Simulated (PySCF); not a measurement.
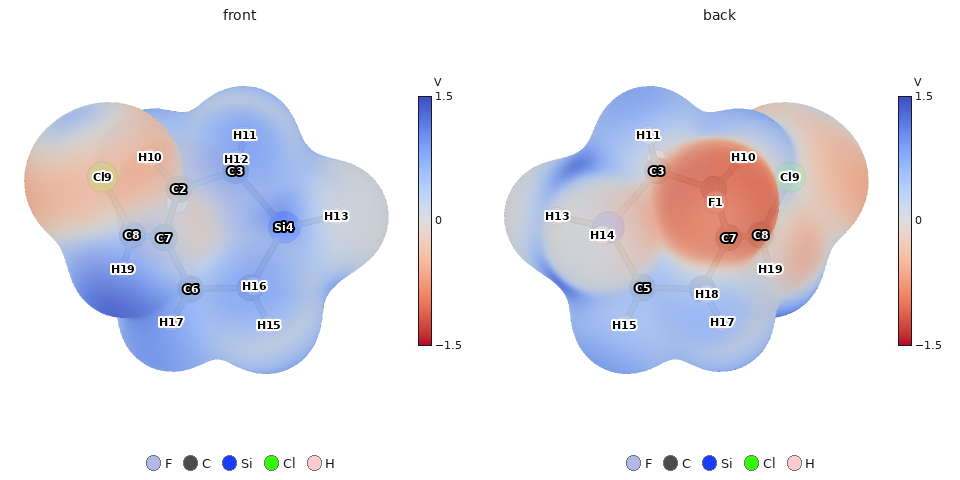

The picture shows: C$_{6}$H$_{10}$ClFSi. The electrostatic potential painted on the density surface at 0.002 e/bohr³, seen from the front and from behind; the colour scale runs from red (negative) to blue (positive).

Geometry: GFN2-xTB.

The calculation used PBE0/pcSseg-1, SCF density, gas phase, non-relativistic in PySCF 2.14.0.

The calculation's input:

```
{"job": {"kind": "nmr", "xc": "PBE0", "basis": "pcSseg-1"}, "charge": 0, "multiplicity": 1}
F     -0.788896     1.095833    -1.753751
C     -1.160891     0.698110    -0.476542
C     -0.409298     1.555328     0.535116
Si     1.464985     1.281208     0.316882
C      1.611039    -0.613886     0.191021
C      0.536956    -1.182221    -0.745848
C     -0.829018    -0.757781    -0.293188
C     -1.650638    -1.610031     0.302913
Cl    -3.207518    -1.187807     0.912932
H     -2.244576     0.860904    -0.424909
H     -0.686396     2.598157     0.385926
H     -0.741292     1.269300     1.532424
H      2.185153     1.790253     1.487411
H      1.932480     1.921274    -0.914288
H      2.592444    -0.914717    -0.173941
H      1.490407    -1.067714     1.176379
H      0.594680    -2.272464    -0.771087
H      0.703868    -0.806635    -1.756973
H     -1.403293    -2.647859     0.462063
```

Command:

```sh
OMP_NUM_THREADS=1 python probes_run.py task.json out
```

Question: Where is the surface potential most negative and most positive?

Answer: The most negative region (about −1.0 V, or −23 kcal/mol for a unit charge) lies over F1, the most positive (about +1.2 V, or +28 kcal/mol for a unit charge) over H19. Cl9 shows a σ-hole: about +0.5 V, or +12 kcal/mol for a unit charge at the tip opposite its bond, against about −0.2 V on its flanks.
